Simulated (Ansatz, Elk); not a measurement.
**How far do independent atoms describe ZrPbCl6?**

Structure refinements treat a crystal as free atoms side by side. For a made-up structure of ZrPbCl6 (cell and positions from a PBE relaxation) the runs below show what the calculated density changes in F(hkl).

Main program and level: Elk 11.2.3 (patched build); DFT, PBE, all-electron APW+lo, Dirac cores, scalar-relativistic bands, static density, no spin.

The structure was built from a prototype and need not be the compound's stable phase.

## (1) Starting point

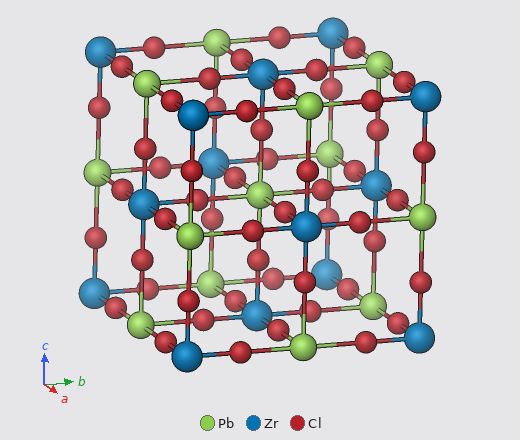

The starting structure, seen slightly off an axis (lead green, zirconium blue, chlorine red). This picture shows the conventional cell, with its axes. Some periodic images of atoms are drawn too.

Structure file:

```cif
data_structure
_symmetry_space_group_name_H-M 'P 1'
_symmetry_Int_Tables_number 1
_cell_length_a 7.6112
_cell_length_b 7.6112
_cell_length_c 7.6112
_cell_angle_alpha 60.000
_cell_angle_beta 60.000
_cell_angle_gamma 60.000
_cell_volume 311.77
loop_
_atom_site_label
_atom_site_type_symbol
_atom_site_fract_x
_atom_site_fract_y
_atom_site_fract_z
_atom_site_occupancy
Pb1 Pb 0.50000 0.50000 0.50000 1
Zr2 Zr 0.00000 0.00000 0.00000 1
Cl3 Cl 0.76974 0.76974 0.23026 1
Cl4 Cl 0.23026 0.23026 0.76974 1
Cl5 Cl 0.76974 0.23026 0.76974 1
Cl6 Cl 0.23026 0.76974 0.23026 1
Cl7 Cl 0.23026 0.76974 0.76974 1
Cl8 Cl 0.76974 0.23026 0.23026 1
```

## (2) Ground state and structure factors

An all-electron density is needed, since X-rays see the cores too. Task 0 finds the density and task 195 Fourier-transforms it; tshift is off so that phases refer to the origin typed.

File elk.in:

```
tasks
  0
  195

xctype
  20

spinpol
  .false.

rgkmax
  7.0

gmaxvr
  14.0

lmaxo
  7

lmaxapw
  8

swidth
  0.002

tshift
  .false.

ramdisk
  .false.

hmaxvr
  5.5

maxscl
  120

epspot
  1e-06

sppath
  './'

avec
  -0.00000000000 10.17033598782 10.17033598782
  10.17033598782 0.00000000000 10.17033598782
  10.17033598782 10.17033598782 0.00000000000

atoms
  3
  'Pb.in'
  1
  0.5000000000 0.5000000000 0.5000000000   0.000000 0.000000 0.000000
  'Zr.in'
  1
  0.0000000000 -0.0000000000 -0.0000000000   0.000000 0.000000 0.000000
  'Cl.in'
  6
  0.7697375113 0.7697375113 0.2302624887   0.000000 0.000000 0.000000
  0.2302624887 0.2302624887 0.7697375113   0.000000 0.000000 0.000000
  0.7697375113 0.2302624887 0.7697375113   0.000000 0.000000 0.000000
  0.2302624887 0.7697375113 0.2302624887   0.000000 0.000000 0.000000
  0.2302624887 0.7697375113 0.7697375113   0.000000 0.000000 0.000000
  0.7697375113 0.2302624887 0.2302624887   0.000000 0.000000 0.000000

ngridk
  4 4 4
```

Command:

```console
> OMP_NUM_THREADS=4 elk
```

Numbers of over 12 decimals in the logs are rounded to 6 here.

Output:

```text
┌─────────────────────────┐
│ Elk code version 11.2.3 │
└─────────────────────────┘

All units are atomic (Hartree, Bohr, etc.)

┌─────────────────────────────────────────────────┐
│ Ground-state run starting from atomic densities │
└─────────────────────────────────────────────────┘

Lattice vectors :
  -0.000000000       10.17033599       10.17033599
   10.17033599       0.000000000       10.17033599
   10.17033599       10.17033599       0.000000000

Reciprocal lattice vectors :
 -0.3088976271      0.3088976271      0.3088976271
  0.3088976271     -0.3088976271      0.3088976271
  0.3088976271      0.3088976271     -0.3088976271

Unit cell volume      :    2103.952338
Brillouin zone volume :   0.1178972589

Muffin-tin inner radius fraction :   0.1000000000E-01

Nuclei treated as point charges

Species : 1 (Pb)
 parameters loaded from : Pb.in
 name : lead
 nuclear charge    :   -82.00000000
 electronic charge :    82.00000000
 atomic mass :    377702.4943
 muffin-tin radius :    2.800000000
 number of radial points in muffin-tin :   1393
 inner part over the whole radius :   0.9993555083E-02
 number on inner part of muffin-tin    :   1001
 approximate nuclear radius :   0.1047603524E-03
 number of mesh points to nuclear radius :    525
 atomic positions (lattice), magnetic fields (Cartesian) :
  1 :   0.50000000  0.50000000  0.50000000    0.00000000  0.00000000  0.00000000

Species : 2 (Zr)
 parameters loaded from : Zr.in
 name : zirconium
 nuclear charge    :   -40.00000000
 electronic charge :    40.00000000
 atomic mass :    166291.1793
 muffin-tin radius :    2.509917448
 number of radial points in muffin-tin :   1193
 inner part over the whole radius :   0.9936801144E-02
 number on inner part of muffin-tin    :    847
 approximate nuclear radius :   0.8202877663E-04
 number of mesh points to nuclear radius :    418
 atomic positions (lattice), magnetic fields (Cartesian) :
  1 :   0.00000000  0.00000000  0.00000000    0.00000000  0.00000000  0.00000000

Species : 3 (Cl)
 parameters loaded from : Cl.in
 name : chlorine
 nuclear charge    :   -17.00000000
 electronic charge :    17.00000000
 atomic mass :    64626.86550
 muffin-tin radius :    2.123776303
 number of radial points in muffin-tin :    793
 inner part over the whole radius :   0.9905337652E-02
 number on inner part of muffin-tin    :    554
 approximate nuclear radius :   0.6305718926E-04
 number of mesh points to nuclear radius :    253
 atomic positions (lattice), magnetic fields (Cartesian) :
  1 :  -0.23026249 -0.23026249  0.23026249    0.00000000  0.00000000  0.00000000
  2 :   0.23026249  0.23026249 -0.23026249    0.00000000  0.00000000  0.00000000
  3 :  -0.23026249  0.23026249 -0.23026249    0.00000000  0.00000000  0.00000000
  4 :   0.23026249 -0.23026249  0.23026249    0.00000000  0.00000000  0.00000000
  5 :   0.23026249 -0.23026249 -0.23026249    0.00000000  0.00000000  0.00000000
  6 :  -0.23026249  0.23026249  0.23026249    0.00000000  0.00000000  0.00000000

Total number of atoms per unit cell :    8
Total muffin-tin volume :    398.9341091
 ratio of muffin-tin to unit cell volume :   0.1896117616

Spin treatment :
 spin-unpolarised

Number of Bravais lattice symmetries :   48
Number of crystal symmetries         :   48
Crystal has inversion symmetry
Real symmetric eigensolver will be used

k-point grid :      4     4     4
k-point offset :    0.000000000       0.000000000       0.000000000
k-point set is reduced with full crystal symmetry group
Total number of k-points :        8

Muffin-tin radius times maximum |G+k| :    7.000000000
 using average radius
Maximum |G+k| for APW functions       :    3.102050493
Maximum (1/2)|G+k|²                   :    4.811358631
Maximum |G| for potential and density :    14.00000000
Constant for pseudocharge density :   10
 order of it for each species :   17  17  17
 order of it for pair densities of each species (exact exchange by exxq0 0: 18) :   15  12   8
Radial integration step length :    1

[...]
correlation                 :     -11.055634788127
 electron entropic           :    -0.44492216229675E-11
 total energy                :     -27299.446640149

Density of states at Fermi energy :   0.5000295807E-07
 (states/Hartree/unit cell)

Estimated indirect band gap :   0.1457138150
 from k-point 3 to k-point 3
Estimated direct band gap   :   0.1457138150
 at k-point 3

Charges :
 core                        :    156.0000000
 valence                     :    68.00000000
 interstitial                :    13.39910617
 muffin-tins (core leakage)
  species : 1 (Pb)
[...]
species : 2 (Zr)
[...]
species : 3 (Cl)
[...]
total in muffin-tins        :    210.6008938
 total calculated charge     :    223.9963997
 total charge                :    224.0000000
 error                       :   0.3600333618E-02

RMS change in Kohn-Sham potential (target) :   0.3162489604     (  0.1000000000E-05)
Absolute change in total energy (target)   :   0.8596380620     (  0.1000000000E-03)

[... loops 3 to 13 left out ...]

┌──────────────────┐
│ Loop number : 14 │
└──────────────────┘

Energies :
 Fermi                       :    -0.25413311304371E-01
 sum of occupied eigenvalues :     -16685.889289609
 electron kinetic            :      30872.127874880
 core electron kinetic       :      30559.648403009
 Coulomb                     :     -57495.681587302
 Coulomb potential           :     -46679.492345918
 nuclear-nuclear             :     -1542.5661040580
 electron-nuclear            :     -65245.896019682
 Hartree                     :      9292.7805364381
 Madelung                    :     -34155.935414343
 xc potential                :     -878.52481857123
 exchange                    :     -662.68851133850
 correlation                 :     -11.057114981455
 electron entropic           :    -0.49621843167329E-11
 total energy                :     -27297.299338742

Density of states at Fermi energy :   0.5000830003E-07
 (states/Hartree/unit cell)

Estimated indirect band gap :   0.1223497338
 from k-point 4 to k-point 3
Estimated direct band gap   :   0.1276364087
 at k-point 3

Charges :
 core                        :    156.0000000
 valence                     :    68.00000000
 interstitial                :    13.62274302
 muffin-tins (core leakage)
  species : 1 (Pb)
[...]
species : 2 (Zr)
[...]
species : 3 (Cl)
[...]
total in muffin-tins        :    210.3772570
 total calculated charge     :    223.9965197
 total charge                :    224.0000000
 error                       :   0.3480272424E-02

RMS change in Kohn-Sham potential (target) :   0.5132674402E-06 (  0.1000000000E-05)
Absolute change in total energy (target)   :   0.2189239967E-04 (  0.1000000000E-03)

Convergence targets achieved

┌──────────────────┐
│ Loop number : 15 │
└──────────────────┘

Energies :
 Fermi                       :    -0.25413303071255E-01
 sum of occupied eigenvalues :     -16685.889312798
 electron kinetic            :      30872.127859422
 core electron kinetic       :      30559.648395297
 Coulomb                     :     -57495.681592824
 Coulomb potential           :     -46679.492336723
 nuclear-nuclear             :     -1542.5661040580
 electron-nuclear            :     -65245.896039864
 Hartree                     :      9292.7805510975
 Madelung                    :     -34155.935424463
 xc potential                :     -878.52483549785
 exchange                    :     -662.68851147747
 correlation                 :     -11.057114989072
 electron entropic           :    -0.49621851175167E-11
 total energy                :     -27297.299359869

Density of states at Fermi energy :   0.5000828909E-07
 (states/Hartree/unit cell)

Estimated indirect band gap :   0.1223495739
 from k-point 4 to k-point 3
Estimated direct band gap   :   0.1276363058
 at k-point 3

Charges :
 core                        :    156.0000000
 valence                     :    68.00000000
 interstitial                :    13.62274118
 muffin-tins (core leakage)
  species : 1 (Pb)
[...]
species : 2 (Zr)
[...]
species : 3 (Cl)
[...]
atom 4                    :    15.46740913     (  0.2691766928E-04)
   atom 5                    :    15.46740913     (  0.2691766928E-04)
   atom 6                    :    15.46740913     (  0.2691766928E-04)
 total in muffin-tins        :    210.3772588
 total calculated charge     :    223.9965197
 total charge                :    224.0000000
 error                       :   0.3480273880E-02

┌──────────────────────────────┐
│ Self-consistent loop stopped │
└──────────────────────────────┘

Warning : core states of species 1 leak from the muffin-tin :   0.1148678513E-02

Wrote STATE.OUT
```

The job ended after 93 s (4 threads of Arm Neoverse V1, shared host; peak memory 0.5 GiB).

SFACRHO.OUT:

```text

h k l indices transformed by vhmat matrix:
   1.000000000       0.000000000       0.000000000    
   0.000000000       1.000000000       0.000000000    
   0.000000000       0.000000000       1.000000000    

      h      k      l  multipl.   |H|            Re(F)            Im(F)           |F|

      0      0      0      1   0.0000000       224.00000     -0.38287236E-16   224.00000    
      1      1      1      8  0.53502638      -29.465434      0.31023092E-13   29.465434    
      1      0      1      6  0.61779525       146.49326     -0.17918047E-13   146.49326    
     -1     -2     -1     12  0.87369443       82.527563      0.35129089E-13   82.527563    
      1      0      2     24   1.0244975      -42.956619      0.27373316E-13   42.956619    
      0      0      2      8   1.0700528       28.059945     -0.19161321E-13   28.059945    
     -2      0     -2      6   1.2355905       174.85509      0.34782369E-13   174.85509    
      0      2     -1     24   1.3464535      -52.776052      0.54746633E-14   52.776052    
      1      2     -1     24   1.3814322       121.39764     -0.17624031E-13   121.39764    
     -3     -1      0     24   1.5132831       73.502030      0.32847980E-13   73.502030    
     -1      2      2     24   1.6050792      -18.663930      0.25548429E-13   18.663930    
      0      0      3      8   1.6050792      -60.690132      0.23723541E-13   60.690132    
     -2     -2     -4     12   1.7473889       150.09232      0.63871071E-13   150.09232    
      4      2      1     48   1.8274630      -28.683705      0.54746633E-13   28.683705    
      0     -1      3     24   1.8533858       106.88806     -0.16880212E-13   106.88806    
     -3     -3      0      6   1.8533858       116.90081      0.47242016E-13   116.90081    
      3     -1      2     24   1.9536401       76.124801     -0.31023092E-13   76.124801    
      4      1      0     24   2.0255772      -37.303307      0.14416613E-12   37.303307
```

Elk indexes on the primitive cell of elk.in and gives |H| = 4π sin θ/λ in inverse bohr. Below, one row stands for each form hkl of the conventional cell (m members, Friedel mates merged), F is for one primitive cell and the density is static (no thermal factor). Free-atom factors are Waasmaier and Kirfel's, and R is Σm||F|−|F'||/Σm|F|.

```tsv
hkl	m	sin θ/λ (Å⁻¹)	abs F, DFT	neutral atoms	diff.	ions	diff.
111	8	0.081	29.465	29.852	-0.386	30.649	-1.184
200	6	0.093	146.493	146.715	-0.222	144.942	+1.551
220	12	0.131	82.528	83.142	-0.615	81.386	+1.141
311	24	0.154	42.957	42.903	+0.054	43.418	-0.461
222	8	0.161	28.060	28.977	-0.917	27.831	+0.229
400	6	0.186	174.855	174.282	+0.573	174.208	+0.647
331	24	0.203	52.776	52.456	+0.320	52.679	+0.097
420	24	0.208	121.398	121.332	+0.066	121.272	+0.126
422	24	0.228	73.502	73.701	-0.199	73.839	-0.337
511	24	0.241	18.664	18.691	-0.027	18.860	-0.196
333	8	0.241	60.690	60.324	+0.366	60.321	+0.369
440	12	0.263	150.092	150.190	-0.098	150.036	+0.056
531	48	0.275	28.684	28.602	+0.082	28.640	+0.043
442	24	0.279	106.888	107.046	-0.158	107.100	-0.212
600	6	0.279	116.901	116.533	+0.368	116.538	+0.363
620	24	0.294	76.125	75.854	+0.271	76.062	+0.063
533	24	0.305	37.303	37.215	+0.088	37.144	+0.159
622	24	0.308	37.706	37.453	+0.252	37.846	-0.140
```

The ions are Zr4+, Pb2+ and Cl−, by formal charge.

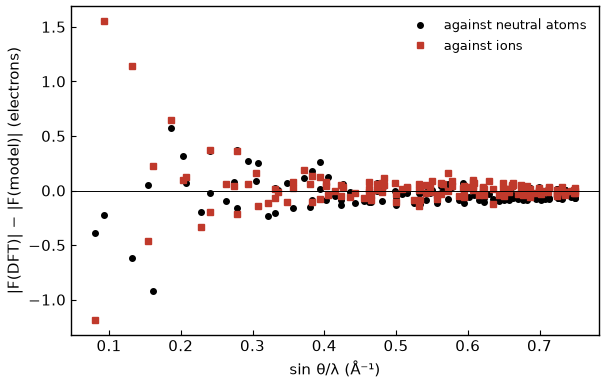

Difference between the calculated structure factors and the independent-atom ones.

## (3) The highest occupied states alone

An energy window below the Fermi level keeps the highest occupied states, to see at which angles they scatter; shallow core shells can lie inside it and anion s states outside. No new self-consistency is needed.

elk.in, as its differences from that of step 2:

```diff
@@ -1,3 +1,2 @@
 tasks
-  0
   195
@@ -40,2 +39,5 @@
 
+wsfac
+  -0.576650 0.274590
+
 sppath
```

Command:

```console
> OMP_NUM_THREADS=4 elk
```

Output:

```text
┌─────────────────────────────────┐
│ Elk code version 11.2.3 started │
└─────────────────────────────────┘

Info(readinput): the functional depends on the density's gradient
 muffin-tin radial points multiplied by    2.00000
 (not where nrmtscf is given)

┌────────────────────┐
│ Current task : 195 │
└────────────────────┘
Info(checkmt): changed muffin-tin radius of species 2 (Zr) from   2.6000 to   2.5099
Info(checkmt): changed muffin-tin radius of species 3 (Cl) from   2.2000 to   2.1238

Info(sfacrho): density structure factors written to SFACRHO.OUT

 Energy window :  -0.5766500000      0.2745900000

┌──────────────────┐
│ Elk code stopped │
└──────────────────┘
```

It took 50 s on 4 threads; peak memory 0.34 GiB.

States within 15 eV below the Fermi level hold 50.01 electrons; any levels below the window count with the cores. Their amplitudes can exceed the total, where window and core parts have opposite phase:

```tsv
hkl	sin θ/λ (Å⁻¹)	abs F, window	abs F, all
111	0.081	4.413	29.465
200	0.093	15.645	146.493
220	0.131	6.359	82.528
311	0.154	1.100	42.957
222	0.161	19.980	28.060
400	0.186	17.873	174.855
331	0.203	3.161	52.776
420	0.208	4.805	121.398
422	0.228	3.698	73.502
511	0.241	2.765	18.664
```

## (4) Another functional

The difference from free atoms is small, so it is set against the change that PBEsol makes.

elk.in, as its differences from that of step 3:

```diff
@@ -1,2 +1,3 @@
 tasks
+  0
   195
@@ -4,3 +5,3 @@
 xctype
-  20
+  22
 
@@ -39,5 +40,2 @@
 
-wsfac
-  -0.576650 0.274590
-
 sppath
```

Command:

```console
> OMP_NUM_THREADS=4 elk
```

Output:

```text
┌─────────────────────────┐
│ Elk code version 11.2.3 │
└─────────────────────────┘

All units are atomic (Hartree, Bohr, etc.)

┌─────────────────────────────────────────────────┐
│ Ground-state run starting from atomic densities │
└─────────────────────────────────────────────────┘

Lattice vectors :
  -0.000000000       10.17033599       10.17033599
   10.17033599       0.000000000       10.17033599
   10.17033599       10.17033599       0.000000000

Reciprocal lattice vectors :
 -0.3088976271      0.3088976271      0.3088976271
[...]
species : 1 (Pb)
[...]
species : 2 (Zr)
[...]
species : 3 (Cl)
[...]
atom 5                    :    15.44760550     (  0.2715186707E-04)
   atom 6                    :    15.44760550     (  0.2715186707E-04)
 total in muffin-tins        :    210.2853329
 total calculated charge     :    223.9965594
 total charge                :    224.0000000
 error                       :   0.3440616180E-02

┌──────────────────────────────┐
│ Self-consistent loop stopped │
└──────────────────────────────┘

Warning : core states of species 1 leak from the muffin-tin :   0.1157969652E-02

Wrote STATE.OUT
[key lines of the parts left out:]
total energy                :     -27285.531011191
```

Wall time 97 s (4 threads); peak memory 0.49 GiB; 3.3 min of CPU time.

Against the first run R = 0.02 %; the largest change is -0.093 at 400.

## (5) Basis size

A smaller basis shows how fast F responds to it; the change is likely larger than the basis error of the first run, but doesn't show convergence.

elk.in, as its differences from that of step 4:

```diff
@@ -5,3 +5,3 @@
 xctype
-  22
+  20
 
@@ -11,3 +11,3 @@
 rgkmax
-  7.0
+  5.5
```

Command:

```console
> OMP_NUM_THREADS=4 elk
```

Output:

```text
┌─────────────────────────┐
│ Elk code version 11.2.3 │
└─────────────────────────┘

All units are atomic (Hartree, Bohr, etc.)

┌─────────────────────────────────────────────────┐
│ Ground-state run starting from atomic densities │
└─────────────────────────────────────────────────┘

Lattice vectors :
  -0.000000000       10.17033599       10.17033599
   10.17033599       0.000000000       10.17033599
   10.17033599       10.17033599       0.000000000

Reciprocal lattice vectors :
 -0.3088976271      0.3088976271      0.3088976271
[...]
species : 1 (Pb)
[...]
species : 2 (Zr)
[...]
species : 3 (Cl)
[...]
atom 5                    :    15.41885910     (  0.2673823730E-04)
   atom 6                    :    15.41885910     (  0.2673823730E-04)
 total in muffin-tins        :    210.0321571
 total calculated charge     :    223.9966009
 total charge                :    224.0000000
 error                       :   0.3399095960E-02

┌──────────────────────────────┐
│ Self-consistent loop stopped │
└──────────────────────────────┘

Warning : core states of species 1 leak from the muffin-tin :   0.1148713760E-02

Wrote STATE.OUT
[key lines of the parts left out:]
total energy                :     -27297.132310611
```

Elapsed: 76 s, on 4 threads; peak memory 0.4 GiB; 1.9 min of CPU time.

Against the first run R = 0.03 %; the largest change is -0.126 at 400.

## (6) Settings against the effect

```tsv
run	R against the first run (%)	R against neutral atoms, low angle (%)	wall time
PBE, rgkmax 7	0.00	0.30	93 s
PBEsol	0.02	0.28	97 s
rgkmax 5.5	0.03	0.30	76 s
```

## (7) Results

- R against neutral atoms, sin θ/λ < 0.3 Å⁻¹: 0.30 %
- R against neutral atoms, 0.3 to 0.75 Å⁻¹: 0.12 %
- R against ions, below 0.3 Å⁻¹: 0.42 %

What this shows: Independent neutral atoms miss the calculated amplitudes by R = 0.30 % below 0.3 Å⁻¹ and 0.12 % from there to 0.75 Å⁻¹; by shells, 0.56 % below 0.15 Å⁻¹ (3 forms), 0.27 % 0.15 to 0.3 (13 forms), 0.19 % 0.3 to 0.45 (24 forms), 0.11 % above 0.45 (109 forms). Bonding, aspherical density and the tables' own atoms all enter these figures, and the runs don't part them. The largest change of an amplitude is -0.92 electrons, at 222. Formal ions give R = 0.42 % at low angle, further off than neutral atoms. The window's part falls from 50.0 electrons at the origin to at most 0.81 between 0.45 and 0.75 Å⁻¹, where compact states inside the window still scatter. Below 0.3 Å⁻¹ the changes that finished (PBEsol and rgkmax 5.5) move F by R = 0.05 % at most, against the 0.30 % that separates it from free atoms. The k-mesh has no finished test. Spin-orbit coupling is left out, which can matter for elements this heavy. Part of the difference isn't bonding: the tables are fits to free atoms and ions calculated by other methods than this functional. Thermal motion, anomalous dispersion and extinction are left out.

[Logs are printed without paths, hosts, clocks, repeated set-up lines and the standing remarks that a program may print on its own settings, such as how far it seeks lower states.]

[Hosts, paths, dates, database ids (printed as entryN), source tags and the programs' standing remarks are cut or masked in the printed files.]
